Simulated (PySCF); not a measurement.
**AsO(OH)₂: doublet, from a T-shaped (ligand arrangement 1) start, part 1 of 2**

Where does doublet AsO(OH)₂ go from a T-shaped (ligand arrangement 1) start, is the end point a minimum, and what are its modes, charges and moments?

Computed with PySCF 2.14.0. Level: PBE0, basis As def2-TZVP, O def2-TZVP, H def2-TZVP, no relativity, density fitting.

## Step 1: The starting structure

6 atoms, charge 0, spin multiplicity 2.

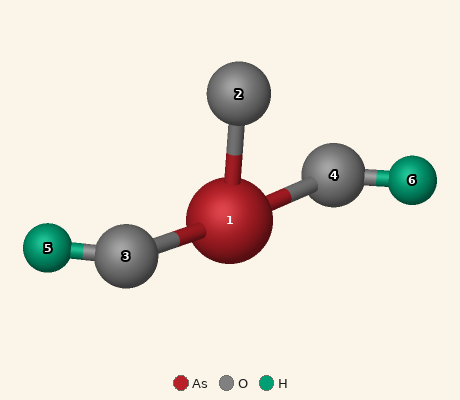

As it starts; arsenic red, oxygen grey, hydrogen teal; atoms are numbered from 1 in the order of the file.

Z-matrix (Å, degrees; charge 0 multiplicity 2):
```
As
O  1 1.7100
O  1 1.8400 2 88.00
O  1 1.8400 2 88.00 3 180.00
H  3 0.9600 1 130.00 2 89.99
H  4 0.9600 1 130.00 2 89.99
```

## Step 2: The SCF at the typed geometry

One driver script runs all steps and calls PySCF; scf.py shows how it sets up the SCF of each step. The optimiser is the driver's own. After this first run the driver tries any further starts and a stability analysis.

Input file scf.py:

```python
from pyscf import gto, scf, dft
mol = gto.M(atom='''
As     0.000000     0.000000     0.000000
O      0.000000     0.000000     1.710000
O      1.838900     0.000000     0.064200
O     -1.838900     0.000000     0.064200
H      2.455600    -0.735400     0.085800
H     -2.455600     0.735400     0.085800''',
    basis={'As': 'def2-TZVP', 'O': 'def2-TZVP', 'H': 'def2-TZVP'},
    charge=0, spin=1)
mf = dft.UKS(mol, xc='PBE0')
mf.grids.atom_grid = (50, 194)
aux = {'As': 'def2-universal-JKFIT', 'O': 'def2-universal-JKFIT', 'H': 'def2-universal-JKFIT'}
mf = mf.density_fit(auxbasis=aux)
mf.conv_tol = 1e-08
mf.diis_space = 10
mf.max_cycle = 60
mf.init_guess = 'minao'
mf.verbose = 4
mf.kernel()
```

Run with:

```sh
> OMP_NUM_THREADS=4 python axn.py task.json out
```

The program printed:

```text
init E= -2461.75625878012
[... the frontier-level lines of each cycle are left out ...]
cycle= 1 E= -2461.78031021339  delta_E= -0.0241  |g|= 1.04  |ddm|= 1.79
cycle= 2 E= -2457.77976820129  delta_E=    4  |g|= 2.67  |ddm|= 3.15
cycle= 3 E= -2461.80367825461  delta_E= -4.02  |g|= 0.98  |ddm|= 2.93
cycle= 4 E= -2462.20684351056  delta_E= -0.403  |g|= 0.104  |ddm|= 0.601
cycle= 5 E= -2462.21181952591  delta_E= -0.00498  |g|= 0.0804  |ddm|= 0.201
cycle= 6 E= -2462.21486257559  delta_E= -0.00304  |g|= 0.0331  |ddm|= 0.0607
cycle= 7 E= -2462.21548753809  delta_E= -0.000625  |g|= 0.0112  |ddm|= 0.0299
cycle= 8 E= -2462.21565620876  delta_E= -0.000169  |g|= 0.0047  |ddm|= 0.0224
cycle= 9 E= -2462.21571442943  delta_E= -5.82e-05  |g|= 0.00301  |ddm|= 0.0111
cycle= 10 E= -2462.21579626367  delta_E= -8.18e-05  |g|= 0.00246  |ddm|= 0.0205
cycle= 11 E= -2462.21585806464  delta_E= -6.18e-05  |g|= 0.00199  |ddm|= 0.0216
cycle= 12 E= -2462.21589779713  delta_E= -3.97e-05  |g|= 0.00129  |ddm|= 0.0268
cycle= 13 E= -2462.21590221108  delta_E= -4.41e-06  |g|= 0.000284  |ddm|= 0.00916
cycle= 14 E= -2462.21590253198  delta_E= -3.21e-07  |g|= 0.000305  |ddm|= 0.00153
cycle= 15 E= -2462.21590273737  delta_E= -2.05e-07  |g|= 6.74e-05  |ddm|= 0.00145
cycle= 16 E= -2462.21590276721  delta_E= -2.98e-08  |g|= 4.32e-05  |ddm|= 0.000779
cycle= 17 E= -2462.21590277051  delta_E= -3.3e-09  |g|= 2.44e-05  |ddm|= 0.000123
Extra cycle  E= -2462.21590277064  delta_E= -1.33e-10  |g|= 5.72e-05  |ddm|= 7.75e-05
converged SCF energy = -2462.21590277064  <S^2> = 0.82613897  2S+1 = 2.0747424
```

This step, with its further starts and checks, took 12 s on 4 threads of Arm Neoverse V2, shared host.

No lower solution of this spin turned up in the test of internal stability.

## Step 3: Relaxing the doublet from the T-shaped (ligand arrangement 1) start

The program finds C2 symmetry in the start, which this walk keeps. The walk stops when the largest gradient is under 0.0003 Eh/bohr and the energy has settled too.

Edit scf.py of step 2 so:

```diff
@@ -3,6 +3,6 @@
-As     0.000000     0.000000     0.000000
-O      0.000000     0.000000     1.710000
-O      1.838900     0.000000     0.064200
-O     -1.838900     0.000000     0.064200
-H      2.455600    -0.735400     0.085800
-H     -2.455600     0.735400     0.085800''',
+As     0.000000     0.000000    -0.236772
+O      0.000000     0.000000     1.473228
+O      1.838900    -0.000000    -0.172572
+O     -1.838900     0.000000    -0.172572
+H      2.455600    -0.735400    -0.150972
+H     -2.455600     0.735400    -0.150972''',
@@ -18 +17,0 @@
-mf.init_guess = 'minao'
```

Steps of the walk:

```
step   energy (Eh)  change (kJ/mol)  largest symmetric gradient (Eh/bohr)
   0  -2462.215903             0.00                               0.10804
   1  -2462.244227           -74.36                               0.02781
   2  -2462.256860          -107.53                               0.01216
   3  -2462.261240          -119.03                               0.01952
   4  -2462.261779          -120.45                               0.02553
   5  -2462.265140          -129.27                               0.00974
   6  -2462.265914          -131.30                               0.01916
   7  -2462.267301          -134.95                               0.01602
   8  -2462.269037          -139.50                               0.01413
   9  -2462.271028          -144.73                               0.00524
  10  -2462.271816          -146.80                               0.00930
  11  -2462.272438          -148.43                               0.00901
  12  -2462.273503          -151.23                               0.00667
  13  -2462.273735          -151.84                               0.01857
  14  -2462.275398          -156.21                               0.00298
  15  -2462.276528          -159.17                               0.00337
  16  -2462.276730          -159.70                               0.01220
  17  -2462.277505          -161.74                               0.00330
  18  -2462.277718          -162.30                               0.00163
  19  -2462.277777          -162.45                               0.00069
  20  -2462.277797          -162.50                               0.00036
  21  -2462.277802          -162.52                               0.00058
  22  -2462.277811          -162.54                               0.00027
  23  -2462.277811          -162.54                               0.00014
```

The walk took 93 s.

Positions (Å) and forces (eV/Å) along the way:

```
step 0
As   0.000   0.000  -0.237   0.000   0.000   5.555
O    0.000   0.000   1.473   0.000   0.000  -2.717
O    1.839   0.000  -0.173   0.739   0.783  -1.157
O   -1.839   0.000  -0.173  -0.739  -0.783  -1.157
H    2.456  -0.735  -0.151  -0.295  -0.497  -0.262
H   -2.456   0.735  -0.151   0.295   0.497  -0.262
step 1
As   0.000   0.000  -0.059   0.000   0.000   0.300
O    0.000   0.000   1.529   0.000   0.000   1.430
O    1.865   0.034  -0.234   0.258   0.360  -0.800
O   -1.865  -0.034  -0.234  -0.258  -0.360  -0.800
H    2.430  -0.753  -0.207  -0.523  -0.111  -0.065
H   -2.430   0.753  -0.207   0.523   0.111  -0.065
step 12
As   0.000   0.000   0.175   0.001   0.000   0.052
O    0.000   0.000   1.791   0.000   0.000  -0.064
O    1.624  -0.187  -0.656   0.343  -0.204   0.014
O   -1.624   0.187  -0.656  -0.343   0.204   0.013
H    2.282  -0.543  -0.032  -0.136   0.146  -0.008
H   -2.282   0.543  -0.032   0.135  -0.146  -0.008
step 23
As   0.000   0.000  -0.093  -0.001   0.000   0.001
O    0.000   0.000   1.519   0.000   0.000  -0.001
O    1.731  -0.342  -0.627  -0.005   0.000  -0.007
O   -1.731   0.342  -0.627   0.005   0.000  -0.007
H    2.217  -0.438   0.209   0.005  -0.001   0.007
H   -2.217   0.438   0.209  -0.004   0.001   0.007
```

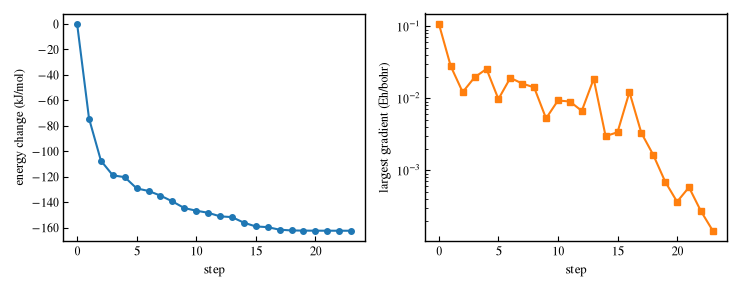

Energy and largest gradient along the walk.

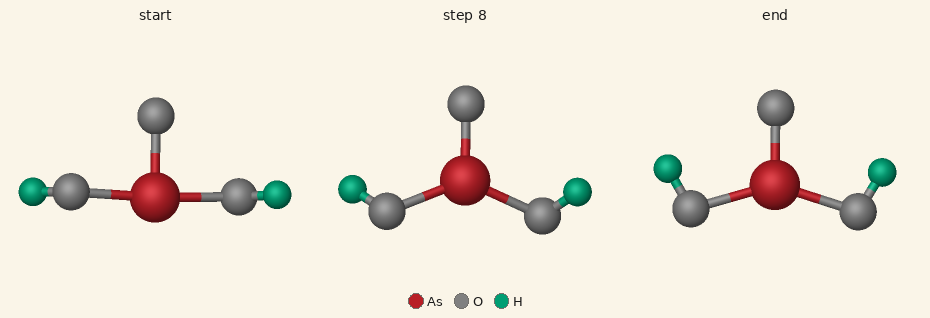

The geometry along the walk, at one scale.

After 23 steps and 162.5 kJ/mol it ends at C2v: As–O 1.612 Å, As–O 1.843 Å (×2), O–H 0.972 Å (×2); As–O–H 103.8° (×2), O–As–O 106.9° (×2), O–As–O 146.3°.

## Step 4: Hessian and properties

The point is checked on the finer grid, and tightened if its gradient asks for it. The Hessian and the dipole derivatives come from central differences of analytic gradients, with steps of 0.02 bohr.

Edit scf.py of step 3 so:

```diff
@@ -3,6 +3,6 @@
-As     0.000000     0.000000    -0.236772
-O      0.000000     0.000000     1.473228
-O      1.838900    -0.000000    -0.172572
-O     -1.838900     0.000000    -0.172572
-H      2.455600    -0.735400    -0.150972
-H     -2.455600     0.735400    -0.150972''',
+As     0.000000     0.000000    -0.074282
+O      0.000000    -0.000000     1.537447
+O      1.730517    -0.341878    -0.608920
+O     -1.730517     0.341878    -0.608920
+H      2.217086    -0.438003     0.226951
+H     -2.217086     0.438003     0.226951''',
@@ -12 +12 @@
-mf.grids.atom_grid = (50, 194)
+mf.grids.atom_grid = (75, 302)
@@ -15 +15 @@
-mf.conv_tol = 1e-08
+mf.conv_tol = 1e-10
```

This SCF starts from the last density.

SCF at the final geometry:

```text
init E= -2462.27777630985
[... the frontier-level lines of each cycle are left out ...]
cycle= 1 E= -2462.27777630983  delta_E= 1.91e-11  |g|= 1.17e-05  |ddm|= 9.86e-06
cycle= 2 E= -2462.27777630969  delta_E= 1.42e-10  |g|= 2.2e-05  |ddm|= 1.79e-05
cycle= 3 E= -2462.27777630988  delta_E= -1.93e-10  |g|= 2.43e-06  |ddm|= 1.19e-05
cycle= 4 E= -2462.27777630988  delta_E= 5.46e-12  |g|= 1.11e-07  |ddm|= 1.34e-06
Extra cycle  E= -2462.27777630987  delta_E= 1.09e-11  |g|= 1.65e-07  |ddm|= 2.36e-07
converged SCF energy = -2462.27777630987  <S^2> = 0.76015958  2S+1 = 2.0101339
```

The whole step took 2 min.

Geometry: C2v; As–O 1.612 Å, As–O 1.843 Å (×2), O–H 0.972 Å (×2); As–O–H 103.8° (×2), O–As–O 106.9° (×2), O–As–O 146.3°.

Harmonic modes (main isotopes):

| symmetry | ω (cm⁻¹) | IR (km/mol) | μ (u) |
| --- | --- | --- | --- |
| b1 | 282i | 3.7 | 5.67 |
| a1 | 157 | 0.9 | 6.69 |
| b2 | 292 | 34.9 | 7.82 |
| a2 | 396 | 0.0 | 1.10 |
| b1 | 434 | 218 | 1.19 |
| b2 | 468 | 193 | 17.34 |
| a1 | 520 | 12.5 | 12.02 |
| b2 | 906 | 39.5 | 1.12 |
| a1 | 931 | 2.8 | 1.17 |
| a1 | 1026 | 80.4 | 9.01 |
| b2 | 3739 | 151 | 1.07 |
| a1 | 3741 | 31.8 | 1.07 |

μ is the mass of the mode for normalised Cartesian displacements, not the reduced mass of the usual diatomic formula.

1 mode is imaginary, the largest at 282i cm⁻¹: a saddle point, not a minimum.

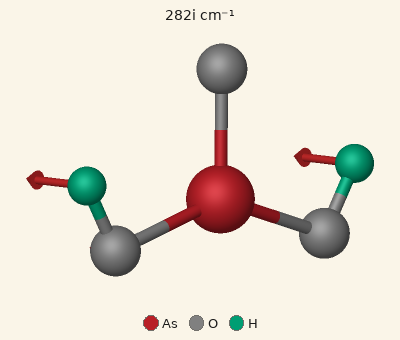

The imaginary mode, as arrows.

Properties at this point:

```
Dipole moment                                                   : 0.20 D
Highest occupied level                                          : -7.29 eV
Lowest empty level                                              : -3.87 eV
Rotational constants                                            : 0.3359, 0.1535, 0.1053 cm⁻¹
Zero-point energy (real modes)                                  : 75.4 kJ/mol
Principal polarisabilities                                      : 27.0, 39.9, 56.9 bohr³
Atomisation energy without zero-point energy                    : 1787 kJ/mol
Principal traceless quadrupole moments about the centre of mass : -8.59, 2.86, 5.72 D Å
Spin squared ⟨S²⟩                                               : 0.760
```

Populations by atom (charges in e):

```tsv
atom	Mulliken	Löwdin	polar tensor	spin (Mulliken)	Mayer order to As1
As1	0.84	0.64	1.25	0.53	–
O2	-0.52	-0.36	-0.63	-0.01	1.85
O3,4	-0.49	-0.29	-0.56	0.22	0.95
H5,6	0.33	0.16	0.25	0.02	0.04
```

Outer orbital energies (eV). α occupied: -13.62, -12.55, -11.53, -10.87, -10.23, -9.27, -9.05, -7.29; empty: -2.94, 1.04, 1.16, 1.41. β occupied: -14.22, -13.41, -12.10, -11.28, -10.34, -10.02, -9.32, -8.86; empty: -3.87, -2.28, 1.33, 1.55.

Mulliken populations on As1: s 7.64, p 13.92, d 10.49, f 0.10.

(Continued in part 2 of 2.)
